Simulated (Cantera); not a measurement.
A closed system holds: 1 mol PbO, 0.17 mol H2, 14 mol N2, at 10.0 mbar.

Method: chemical equilibrium by Gibbs-energy minimisation in Cantera with the NASA 1993 tables (ideal gas, pure condensed phases). Candidate condensed phases: H2O, Pb, PbO, PbO2, Pb3O4; 27 gas species. Mutual solubility and eutectic melting of coexisting phases are not modelled. Gases not in the tables: (PbO)n polymers. Rates play no part.

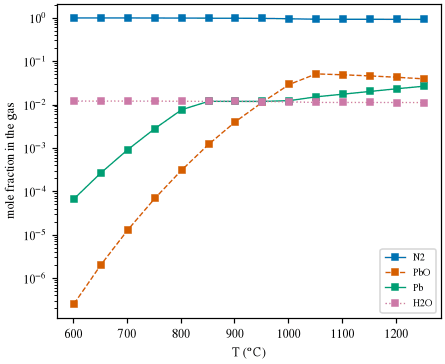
*Equilibrium gas composition (values under 1e-9 drawn at 1e-9)*

**Question.** Read off the mole fractions at 1102 °C.

**Answer.** N2 about 0.92, PbO about 0.048, Pb about 0.017, H2O about 0.011.
